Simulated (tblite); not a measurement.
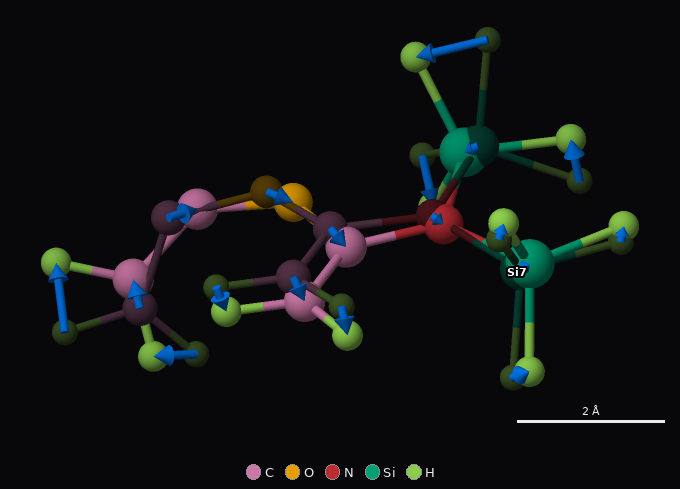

This is a relaxation of C4H10NOSi2 (multiplicity 2). The starting structure is drawn faded, the final one solid; blue arrows show the displacements, at their true length. The two geometries are superimposed by the best rigid fit.

Style: ball-and-stick. Shown from a free direction.

Method: GFN2-xTB geometry optimisation, gas phase (tblite 0.8.0). 

> What did the optimiser do to the structure, and how much energy did it gain?

The largest move after the best rigid fit is that of an H atom, 1.03 Å. By element the largest moves are H 1.03 Å, C 0.50 Å, O 0.39 Å, Si 0.21 Å, N 0.19 Å. Some distances before and after: O–Si 2.991 → 2.496 Å, C–O 1.392 → 1.318 Å, N–Si 1.802 → 1.742 Å, C–C 1.358 → 1.306 Å. Bond angles that change, for instance: C–C–O 117.6° → 136.8°, O–C–N 119.5° → 108.7°, C–O–C 114.3° → 125.1°. Groups turn about N–Si by about 25°, C–O by about 25°. After 138 geometry steps the energy has fallen by 0.826 eV.
